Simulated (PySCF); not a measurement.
# C5H6F2: NMR shifts and spin-spin couplings at several levels of theory

How much do the NMR shifts and spin-spin couplings of C5H6F2 (`FC[C@H](F)C1C=C1`) depend on the level of theory, and what does each level cost?

The runs use PySCF 2.14.0, with density-fitted response routines of our own; the level of theory stands in each step. All values are computed, except where a source is named. Atoms are numbered from 0 throughout.

## 1. The starting structure

13 atoms, charge 0, multiplicity 1; geometry from: GFN2-xTB. The atoms were then displaced at random by about 0.01 Å, so the start is not that level's minimum.

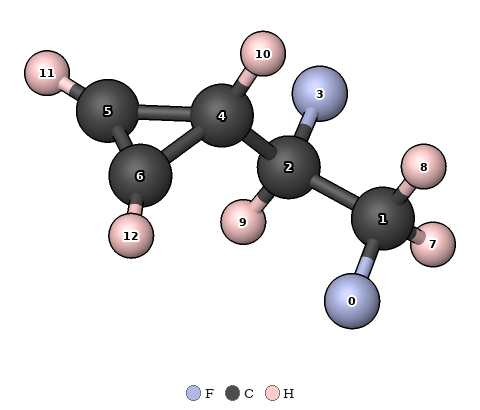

As it starts; fluorine light blue, carbon dark grey, hydrogen pink, atoms numbered.

## 2. Optimising the geometry at PBE0-D3(BJ)/def2-SVP

What the job is given:

```
{"job": {"xc": "PBE0", "basis": "def2-SVP", "d3": "d3bj", "grid": 1, "shake": 0.01, "kind": "geom"}, "charge": 0, "multiplicity": 1}
F     -1.486230     1.609560    -0.196590
C     -1.725490     0.330670     0.168980
C     -0.579540    -0.535590    -0.330550
F     -0.908630    -1.851770    -0.153560
C      0.723800    -0.272550     0.419500
C      2.049460    -0.380050    -0.265200
C      1.656490     0.823340    -0.030470
H     -2.647800     0.017860    -0.285440
H     -1.795020     0.317230     1.282130
H     -0.421800    -0.389810    -1.391240
H      0.637670    -0.501330     1.498020
H      2.770110    -1.073490    -0.636400
H      1.732810     1.889060    -0.089500
```

Command:

```sh
$ OMP_NUM_THREADS=1 python probes_run.py task.json out
```

The driver reads the jobs from task.json and runs them one after another.

The program printed:

```text
step   0  E = -393.00927189  max force = 0.023279
step   1  E = -393.01185377  max force = 0.008992
step   2  E = -393.01263236  max force = 0.006491
step   3  E = -393.01283017  max force = 0.003547
step   4  E = -393.01290562  max force = 0.002379
step   5  E = -393.01297546  max force = 0.001054
step   6  E = -393.01299345  max force = 0.000708
step   7  E = -393.01300170  max force = 0.000408
optimisation converged
```

It took 46 s on 1 thread of Arm Neoverse V2, shared host; peak memory 0.54 GiB.

Along the way:

| step | energy from step 0 (eV) | largest force component (eV/Å) |
| --- | --- | --- |
| 0 | 0.0000 | 1.1971 |
| 1 | -0.0703 | 0.4624 |
| 2 | -0.0914 | 0.3338 |
| 3 | -0.0968 | 0.1824 |
| 4 | -0.0989 | 0.1223 |
| 5 | -0.1008 | 0.0542 |
| 6 | -0.1013 | 0.0364 |
| 7 | -0.1015 | 0.0210 |

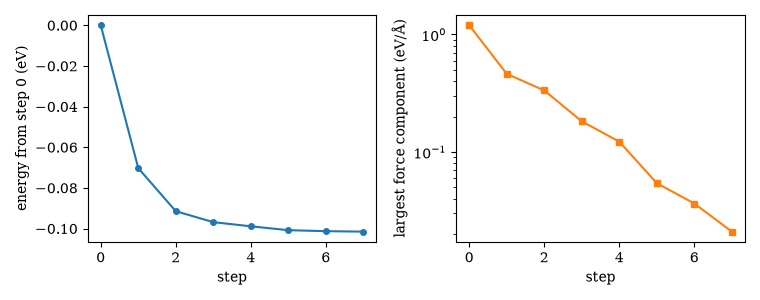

Energy and force, step by step.

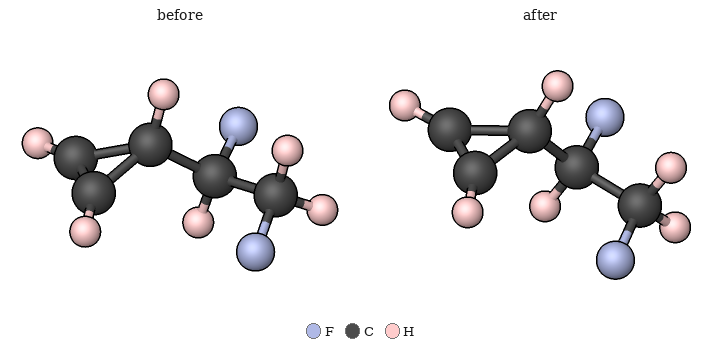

Before and after, at one scale.

Distances of close pairs at the start and the end, largest changes first:

| bond | before (Å) | after (Å) | change (Å) |
| --- | --- | --- | --- |
| C1–H7 | 1.075 | 1.103 | +0.028 |
| C2–H9 | 1.082 | 1.105 | +0.023 |
| C2–C4 | 1.527 | 1.506 | -0.021 |
| C5–H11 | 1.067 | 1.087 | +0.020 |
| F0–C1 | 1.351 | 1.371 | +0.019 |
| C6–H12 | 1.070 | 1.086 | +0.016 |
| C2–F3 | 1.368 | 1.381 | +0.013 |
| C1–H8 | 1.115 | 1.104 | -0.011 |

The next job starts from the end point, and lists it.

| at the end point | value |
| --- | --- |
| point group (found at 0.08 Å tolerance) | C1 |
| rotational constants (GHz, main isotopes) | 3.406, 2.384, 1.495 |
| dipole moment (D) | 0.97 |

## 3. Shielding tensors: PBE0/6-31G*

What the job is given:

```
{"job": {"kind": "nmr", "xc": "PBE0", "basis": "6-31G*", "pop": true}, "charge": 0, "multiplicity": 1}
F     -1.395706     1.351620    -0.716306
C     -1.722285     0.058478    -0.399788
C     -0.471347    -0.799059    -0.433529
F     -0.881946    -2.101558    -0.226868
C      0.534416    -0.399806     0.613452
C      2.009320    -0.408858     0.346615
C      1.452845     0.761556     0.385081
H     -2.461781    -0.321612    -1.124248
H     -2.170761     0.032547     0.608580
H     -0.013298    -0.728086    -1.436894
H      0.162628    -0.602161     1.633864
H      2.892629    -1.032699     0.239915
H      1.509159     1.844503     0.322806
```

With the program's defaults for keys left out, this is: GIAO PBE0/6-31G* NMR shielding, non-relativistic, gas phase.

The program printed:

```text
coarse grid: 11328 points
cycle   1  E = -393.2370972534  dE =  1.000e+00  |g| = 6.510e-01  |ddm| = 3.342e+00
cycle   2  E = -393.1918953535  dE =  4.520e-02  |g| = 8.622e-01  |ddm| = 1.134e+00
cycle   3  E = -393.3117390862  dE = -1.198e-01  |g| = 6.831e-02  |ddm| = 6.666e-01
cycle   4  E = -393.3126779332  dE = -9.388e-04  |g| = 2.606e-02  |ddm| = 9.233e-02
cycle   5  E = -393.3128358509  dE = -1.579e-04  |g| = 7.613e-03  |ddm| = 3.226e-02
cycle   6  E = -393.3128469169  dE = -1.107e-05  |g| = 3.433e-03  |ddm| = 8.614e-03
cycle   7  E = -393.3128496295  dE = -2.713e-06  |g| = 9.020e-04  |ddm| = 3.236e-03
final grid: 111480 points
cycle   8  E = -393.2834513645  dE = -2.673e-05  |g| = 9.326e-03  |ddm| = 1.913e-02
cycle   9  E = -393.2834377857  dE =  1.358e-05  |g| = 1.295e-02  |ddm| = 1.963e-02
cycle  10  E = -393.2834701559  dE = -3.237e-05  |g| = 9.835e-04  |ddm| = 1.063e-02
cycle  11  E = -393.2834703745  dE = -2.186e-07  |g| = 2.162e-04  |ddm| = 1.125e-03
cycle  12  E = -393.2834703812  dE = -6.731e-09  |g| = 1.385e-04  |ddm| = 2.819e-04
cycle  13  E = -393.2834703858  dE = -4.586e-09  |g| = 2.329e-05  |ddm| = 1.254e-04
cycle  14  E = -393.2834703859  dE = -1.187e-10  |g| = 7.480e-06  |ddm| = 2.640e-05
converged SCF energy = -393.2834703859

GIAO shielding tensors (ppm)
atom      isotropic    diamagn.    paramagn.     s11        s22        s33       span
  0 F      438.416     473.084     -34.668    407.796    439.677    467.775     59.979
  1 C      114.418     242.295    -127.877     84.150     95.352    163.752     79.603
  2 C      102.256     243.793    -141.537     76.255     92.477    138.034     61.779
  3 F      408.509     469.004     -60.494    390.422    399.508    435.599     45.177
  4 C      172.703     250.633     -77.930    131.529    140.276    246.305    114.776
  5 C       83.286     261.747    -178.461    -43.323    104.545    188.637    231.960
  6 C       85.202     259.919    -174.717    -42.520    111.534    186.591    229.112
  7 H       27.501      27.668      -0.167     23.729     28.182     30.593      6.864
  8 H       27.649      28.637      -0.988     24.751     27.862     30.334      5.583
  9 H       28.183      30.391      -2.208     26.127     28.436     29.986      3.859
 10 H       30.204      30.539      -0.335     25.304     27.779     37.529     12.226
 11 H       24.834      28.819      -3.985     22.126     25.763     26.613      4.488
 12 H       25.065      29.263      -4.198     22.602     25.637     26.954      4.352
```

Run time: 8.9 s. Hardware: 1 thread of Arm Neoverse V2, shared host; peak memory 0.62 GiB.

The references, computed at this level on geometries of the same kind, shield at (ppm): ¹H TMS 31.96, ¹³C TMS 194.1, ¹⁹F CFCl3 198.9. Their shielding less the atom's gives the shift. The references are single molecules in the gas phase, so shifts against H2O, NH3, PH3, H3PO4 or CFCl3 are not on the usual liquid scales and can be off by tens of ppm.

| atoms | environment | σ (ppm) | δ (ppm) |
| --- | --- | --- | --- |
| C5 | alkene CH | 83.3 | 110.9 |
| C6 | alkene CH | 85.2 | 108.9 |
| C2 | sp3 CH bonded to F | 102.3 | 91.9 |
| C1 | sp3 CH2 bonded to F | 114.4 | 79.7 |
| C4 | three-membered-ring carbon | 172.7 | 21.4 |
| H11 | hydrogen on an alkene CH | 24.83 | 7.13 |
| H12 | hydrogen on an alkene CH | 25.06 | 6.90 |
| H7 | hydrogen on an sp3 CH2 bonded to F | 27.50 | 4.46 |
| H8 | hydrogen on an sp3 CH2 bonded to F | 27.65 | 4.31 |
| H9 | hydrogen on an sp3 CH bonded to F | 28.18 | 3.78 |
| H10 | hydrogen on a three-membered-ring carbon | 30.20 | 1.76 |
| F3 | fluorine on an sp3 carbon | 408.5 | -209.6 |
| F0 | fluorine on an sp3 carbon | 438.4 | -239.5 |

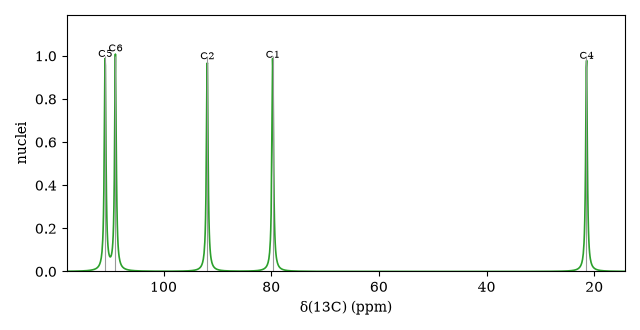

¹³C lines at the computed shifts, without couplings. Lines are broadened to a width of 0.36 ppm (Lorentzian).

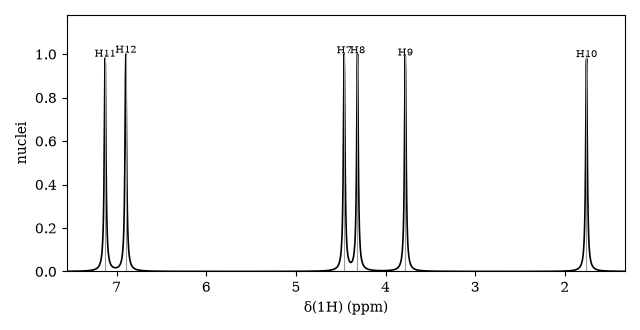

¹H lines at the computed shifts, without couplings. Lines are broadened to a width of 0.02 ppm (Lorentzian).

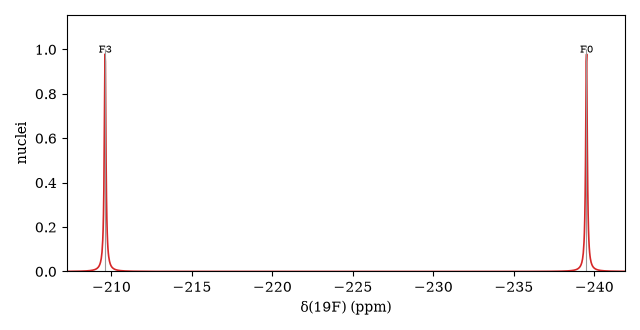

¹⁹F lines at the computed shifts, without couplings. Lines are broadened to a width of 0.12 ppm (Lorentzian).

Charges from the same density, by scheme (e):

| atoms | Mulliken | IAO | Hirshfeld | ESP fit |
| --- | --- | --- | --- | --- |
| F0 | -0.34 | -0.31 | -0.12 | -0.18 |
| C1 | 0.00 | 0.03 | 0.02 | -0.06 |
| C2 | 0.18 | 0.16 | 0.05 | 0.11 |
| F3 | -0.36 | -0.32 | -0.12 | -0.22 |
| C4 | -0.21 | -0.13 | -0.05 | -0.01 |
| C5 | -0.17 | -0.15 | -0.04 | -0.25 |
| C6 | -0.14 | -0.14 | -0.04 | -0.19 |

IAO charges:

F0 -0.31; C1 0.03; C2 0.16; F3 -0.32; C4 -0.13; C5 -0.15; C6 -0.14; H7 0.14; H8 0.13; H9 0.13; H10 0.11; H11 0.17; H12 0.17

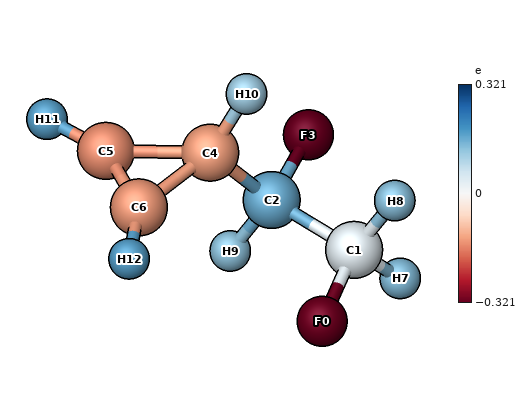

IAO charges, as colours on the atoms.

Mayer bond orders: F0–C1 0.89, C1–C2 0.95, C2–F3 0.84, C2–C4 0.99, C4–C5 0.96, C5–C6 1.89, C6–C4 0.93.

Ring of atoms C4, C5, C6: NICS(0) -28.9, NICS(1) -6.9, NICS(1)zz -14.5 ppm (means of both faces).

In rings of three or four atoms NICS is ruled by the nearby σ bonds, so it says little on aromaticity.

## 4. Nuclear shieldings: PBE0/6-311+G(2d,p)

The job, as its differences from that of step 3:

```diff
@@ -1,2 +1,2 @@
-{"job": {"kind": "nmr", "xc": "PBE0", "basis": "6-31G*", "pop": true}, "charge": 0, "multiplicity": 1}
+{"job": {"kind": "nmr", "xc": "PBE0", "basis": "6-311+G(2d,p)", "pop": true}, "charge": 0, "multiplicity": 1}
 F     -1.395706     1.351620    -0.716306
```

With the program's defaults for keys left out, this is: GIAO PBE0/6-311+G(2d,p) NMR shielding, non-relativistic, gas phase.

The program printed:

```text
coarse grid: 11328 points
cycle   1  E = -393.3450110919  dE =  9.960e-01  |g| = 6.234e-01  |ddm| = 3.298e+00
cycle   2  E = -393.2914199621  dE =  5.359e-02  |g| = 8.886e-01  |ddm| = 1.567e+00
cycle   3  E = -393.4098948793  dE = -1.185e-01  |g| = 6.847e-02  |ddm| = 1.003e+00
cycle   4  E = -393.4105933756  dE = -6.985e-04  |g| = 3.193e-02  |ddm| = 9.742e-02
cycle   5  E = -393.4108253739  dE = -2.320e-04  |g| = 7.970e-03  |ddm| = 4.355e-02
cycle   6  E = -393.4108353715  dE = -9.998e-06  |g| = 4.292e-03  |ddm| = 1.065e-02
cycle   7  E = -393.4108395210  dE = -4.150e-06  |g| = 7.560e-04  |ddm| = 3.913e-03
final grid: 111480 points
cycle   8  E = -393.4183545900  dE = -6.172e-05  |g| = 6.919e-03  |ddm| = 9.310e-02
cycle   9  E = -393.4183485295  dE =  6.061e-06  |g| = 9.141e-03  |ddm| = 1.677e-02
cycle  10  E = -393.4183655751  dE = -1.705e-05  |g| = 1.166e-03  |ddm| = 8.757e-03
cycle  11  E = -393.4183657909  dE = -2.158e-07  |g| = 3.251e-04  |ddm| = 1.442e-03
cycle  12  E = -393.4183658085  dE = -1.764e-08  |g| = 1.199e-04  |ddm| = 3.856e-04
cycle  13  E = -393.4183658116  dE = -3.087e-09  |g| = 3.916e-05  |ddm| = 1.334e-04
cycle  14  E = -393.4183658120  dE = -3.420e-10  |g| = 7.994e-06  |ddm| = 4.037e-05
converged SCF energy = -393.4183658120

GIAO shielding tensors (ppm)
atom      isotropic    diamagn.    paramagn.     s11        s22        s33       span
  0 F      430.613     466.004     -35.391    404.951    422.885    464.002     59.051
  1 C      103.600     242.344    -138.744     71.678     82.057    157.066     85.388
  2 C       89.696     245.725    -156.029     61.761     81.199    126.128     64.368
  3 F      394.035     460.189     -66.153    373.670    386.153    422.284     48.614
  4 C      164.471     243.812     -79.341    120.591    128.498    244.324    123.733
  5 C       66.092     264.779    -198.687    -74.010     88.634    183.654    257.664
  6 C       68.245     261.506    -193.262    -73.536     97.465    180.806    254.342
  7 H       27.023      28.476      -1.453     23.476     27.551     30.042      6.567
  8 H       27.252      29.252      -2.000     24.393     27.265     30.096      5.703
  9 H       27.874      30.894      -3.020     25.849     28.202     29.569      3.720
 10 H       29.725      30.242      -0.517     24.522     27.470     37.184     12.662
 11 H       23.979      30.265      -6.287     20.861     25.024     26.051      5.190
 12 H       24.231      29.943      -5.711     21.399     24.815     26.480      5.081
```

Run time: 25 s. Hardware: 1 thread of Arm Neoverse V2, shared host; peak memory 0.97 GiB.

Key values: δ C5 120.3, C6 118.2, C2 96.7, C1 82.8, H11 7.53, H12 7.28 ppm.

## 5. Shielding tensors: PBE0/def2-SVP

The job, as its differences from that of step 4:

```diff
@@ -1,2 +1,2 @@
-{"job": {"kind": "nmr", "xc": "PBE0", "basis": "6-311+G(2d,p)", "pop": true}, "charge": 0, "multiplicity": 1}
+{"job": {"kind": "nmr", "xc": "PBE0", "basis": "def2-SVP", "pop": true}, "charge": 0, "multiplicity": 1}
 F     -1.395706     1.351620    -0.716306
```

With the program's defaults for keys left out, this is: GIAO PBE0/def2-SVP NMR shielding, non-relativistic, gas phase.

The program printed:

```text
coarse grid: 11328 points
cycle   1  E = -392.8780499242  dE =  9.403e-01  |g| = 6.279e-01  |ddm| = 3.756e+00
cycle   2  E = -392.8321489823  dE =  4.590e-02  |g| = 8.380e-01  |ddm| = 1.316e+00
cycle   3  E = -392.9466812881  dE = -1.145e-01  |g| = 6.266e-02  |ddm| = 7.811e-01
cycle   4  E = -392.9473953561  dE = -7.141e-04  |g| = 2.714e-02  |ddm| = 8.675e-02
cycle   5  E = -392.9475709608  dE = -1.756e-04  |g| = 7.511e-03  |ddm| = 3.458e-02
cycle   6  E = -392.9475808837  dE = -9.923e-06  |g| = 3.842e-03  |ddm| = 9.878e-03
cycle   7  E = -392.9475844017  dE = -3.518e-06  |g| = 8.016e-04  |ddm| = 3.872e-03
final grid: 111480 points
cycle   8  E = -393.0046997110  dE = -2.667e-05  |g| = 8.079e-03  |ddm| = 2.311e-02
cycle   9  E = -393.0046896430  dE =  1.007e-05  |g| = 1.110e-02  |ddm| = 1.806e-02
cycle  10  E = -393.0047141857  dE = -2.454e-05  |g| = 8.922e-04  |ddm| = 1.024e-02
cycle  11  E = -393.0047143594  dE = -1.737e-07  |g| = 1.976e-04  |ddm| = 1.035e-03
cycle  12  E = -393.0047143649  dE = -5.508e-09  |g| = 1.260e-04  |ddm| = 2.862e-04
cycle  13  E = -393.0047143687  dE = -3.868e-09  |g| = 2.055e-05  |ddm| = 1.276e-04
cycle  14  E = -393.0047143688  dE = -9.220e-11  |g| = 6.921e-06  |ddm| = 2.465e-05
converged SCF energy = -393.0047143688

GIAO shielding tensors (ppm)
atom      isotropic    diamagn.    paramagn.     s11        s22        s33       span
  0 F      442.047     474.247     -32.201    406.824    445.929    473.388     66.564
  1 C      113.656     241.916    -128.260     82.248     93.966    164.755     82.508
  2 C      100.201     246.610    -146.409     72.729     90.207    137.668     64.940
  3 F      411.722     466.369     -54.647    390.939    403.844    440.383     49.444
  4 C      172.853     248.111     -75.257    129.648    140.501    248.412    118.764
  5 C       78.771     254.995    -176.223    -54.640    100.251    190.703    245.343
  6 C       80.554     252.170    -171.616    -53.996    107.384    188.275    242.270
  7 H       27.081      27.276      -0.195     23.493     27.567     30.184      6.691
  8 H       27.249      29.128      -1.879     24.394     27.396     29.956      5.562
  9 H       27.972      31.204      -3.232     26.048     28.129     29.741      3.693
 10 H       29.828      30.962      -1.135     24.534     27.484     37.465     12.931
 11 H       24.008      31.261      -7.253     20.780     24.887     26.356      5.576
 12 H       24.269      31.422      -7.152     21.316     24.758     26.734      5.418
```

Wall time 11 s (1 thread of Arm Neoverse V2, shared host); peak memory 0.67 GiB.

In short: δ C5 115.0, C6 113.2, C2 93.5, C1 80.1, H11 7.33, H12 7.07 ppm.

## 6. Shielding tensors: PBE0/def2-TZVP

The job, as its differences from that of step 5:

```diff
@@ -1,2 +1,2 @@
-{"job": {"kind": "nmr", "xc": "PBE0", "basis": "def2-SVP", "pop": true}, "charge": 0, "multiplicity": 1}
+{"job": {"kind": "nmr", "xc": "PBE0", "basis": "def2-TZVP", "pop": true}, "charge": 0, "multiplicity": 1}
 F     -1.395706     1.351620    -0.716306
```

Method: GIAO PBE0/def2-TZVP NMR shielding, non-relativistic, gas phase.

The program printed:

```text
coarse grid: 11328 points
cycle   1  E = -393.3895721692  dE =  9.872e-01  |g| = 6.365e-01  |ddm| = 2.794e+00
cycle   2  E = -393.3365208272  dE =  5.305e-02  |g| = 8.972e-01  |ddm| = 1.253e+00
cycle   3  E = -393.4567386419  dE = -1.202e-01  |g| = 6.976e-02  |ddm| = 7.804e-01
cycle   4  E = -393.4574636725  dE = -7.250e-04  |g| = 3.388e-02  |ddm| = 8.013e-02
cycle   5  E = -393.4577245695  dE = -2.609e-04  |g| = 8.021e-03  |ddm| = 3.238e-02
cycle   6  E = -393.4577348249  dE = -1.026e-05  |g| = 4.273e-03  |ddm| = 8.294e-03
cycle   7  E = -393.4577389266  dE = -4.102e-06  |g| = 8.120e-04  |ddm| = 3.275e-03
final grid: 111480 points
cycle   8  E = -393.4555599887  dE = -7.571e-05  |g| = 7.403e-03  |ddm| = 6.141e-02
cycle   9  E = -393.4555529988  dE =  6.990e-06  |g| = 9.681e-03  |ddm| = 1.297e-02
cycle  10  E = -393.4555720011  dE = -1.900e-05  |g| = 1.264e-03  |ddm| = 7.081e-03
cycle  11  E = -393.4555722537  dE = -2.527e-07  |g| = 3.575e-04  |ddm| = 1.306e-03
cycle  12  E = -393.4555722759  dE = -2.213e-08  |g| = 1.586e-04  |ddm| = 3.634e-04
cycle  13  E = -393.4555722815  dE = -5.650e-09  |g| = 3.620e-05  |ddm| = 1.338e-04
cycle  14  E = -393.4555722818  dE = -2.748e-10  |g| = 8.229e-06  |ddm| = 3.139e-05
converged SCF energy = -393.4555722818

GIAO shielding tensors (ppm)
atom      isotropic    diamagn.    paramagn.     s11        s22        s33       span
  0 F      431.617     470.288     -38.670    404.700    424.707    465.445     60.745
  1 C      101.707     240.288    -138.581     69.409     79.852    155.862     86.453
  2 C       87.364     241.829    -154.465     59.063     78.469    124.559     65.496
  3 F      392.783     464.065     -71.282    374.294    382.974    421.082     46.787
  4 C      164.578     247.163     -82.585    120.261    128.324    245.150    124.889
  5 C       65.369     261.739    -196.370    -76.452     88.026    184.533    260.986
  6 C       67.537     261.635    -194.098    -75.712     96.528    181.793    257.505
  7 H       27.048      28.523      -1.475     23.546     27.599     29.997      6.451
  8 H       27.265      29.373      -2.108     24.431     27.313     30.049      5.618
  9 H       27.883      30.973      -3.090     25.943     28.208     29.497      3.554
 10 H       29.761      31.607      -1.846     24.710     27.445     37.128     12.418
 11 H       23.890      29.004      -5.114     20.704     24.901     26.065      5.360
 12 H       24.143      29.552      -5.409     21.243     24.674     26.511      5.268
```

It took 32 s on 1 thread of Arm Neoverse V2, shared host; peak memory 1 GiB.

This run: δ C5 121.3, C6 119.1, C2 99.3, C1 84.9, H11 7.59, H12 7.34 ppm.

## 7. Nuclear shieldings: PBE0/cc-pVDZ

The job, as its differences from that of step 6:

```diff
@@ -1,2 +1,2 @@
-{"job": {"kind": "nmr", "xc": "PBE0", "basis": "def2-TZVP", "pop": true}, "charge": 0, "multiplicity": 1}
+{"job": {"kind": "nmr", "xc": "PBE0", "basis": "cc-pVDZ", "pop": true}, "charge": 0, "multiplicity": 1}
 F     -1.395706     1.351620    -0.716306
```

Level: GIAO PBE0/cc-pVDZ NMR shielding, non-relativistic, gas phase.

The program printed:

```text
coarse grid: 11328 points
cycle   1  E = -393.2362649568  dE =  1.032e+00  |g| = 6.325e-01  |ddm| = 6.509e+00
cycle   2  E = -393.1899233400  dE =  4.634e-02  |g| = 8.453e-01  |ddm| = 1.845e+00
cycle   3  E = -393.3056804239  dE = -1.158e-01  |g| = 6.543e-02  |ddm| = 1.034e+00
cycle   4  E = -393.3064797386  dE = -7.993e-04  |g| = 2.817e-02  |ddm| = 1.468e-01
cycle   5  E = -393.3066689004  dE = -1.892e-04  |g| = 7.677e-03  |ddm| = 5.420e-02
cycle   6  E = -393.3066793813  dE = -1.048e-05  |g| = 3.877e-03  |ddm| = 1.480e-02
cycle   7  E = -393.3066828840  dE = -3.503e-06  |g| = 8.820e-04  |ddm| = 5.759e-03
final grid: 111480 points
cycle   8  E = -393.3165298508  dE = -2.817e-05  |g| = 8.789e-03  |ddm| = 5.376e-02
cycle   9  E = -393.3165178469  dE =  1.200e-05  |g| = 1.209e-02  |ddm| = 3.127e-02
cycle  10  E = -393.3165473789  dE = -2.953e-05  |g| = 1.040e-03  |ddm| = 1.683e-02
cycle  11  E = -393.3165476119  dE = -2.331e-07  |g| = 2.275e-04  |ddm| = 1.988e-03
cycle  12  E = -393.3165476198  dE = -7.887e-09  |g| = 1.344e-04  |ddm| = 4.471e-04
cycle  13  E = -393.3165476241  dE = -4.319e-09  |g| = 2.365e-05  |ddm| = 1.968e-04
cycle  14  E = -393.3165476243  dE = -1.234e-10  |g| = 8.274e-06  |ddm| = 4.255e-05
converged SCF energy = -393.3165476243

GIAO shielding tensors (ppm)
atom      isotropic    diamagn.    paramagn.     s11        s22        s33       span
  0 F      437.121     473.189     -36.068    408.056    437.269    466.038     57.982
  1 C      115.846     243.004    -127.159     84.118     96.852    166.567     82.449
  2 C      101.713     246.228    -144.515     75.053     92.273    137.813     62.759
  3 F      404.871     468.511     -63.640    387.215    394.626    432.772     45.558
  4 C      173.294     247.389     -74.095    130.555    140.751    248.574    118.019
  5 C       80.496     257.565    -177.068    -51.112    100.173    192.428    243.539
  6 C       82.397     255.643    -173.246    -50.083    107.491    189.784    239.867
  7 H       26.960      27.715      -0.755     23.316     27.483     30.082      6.767
  8 H       27.165      29.491      -2.326     24.315     27.253     29.926      5.611
  9 H       27.887      31.636      -3.749     25.867     28.160     29.633      3.766
 10 H       29.742      31.233      -1.491     24.678     27.306     37.241     12.562
 11 H       23.857      30.802      -6.944     20.686     24.991     25.895      5.208
 12 H       24.130      31.191      -7.060     21.238     24.825     26.328      5.090
```

It took 12 s on 1 thread of Arm Neoverse V2, shared host; peak memory 0.71 GiB.

Key values: δ C5 116.3, C6 114.4, C2 95.0, C1 80.9, H11 7.43, H12 7.16 ppm.

(Part 1 of 2 ends here.)
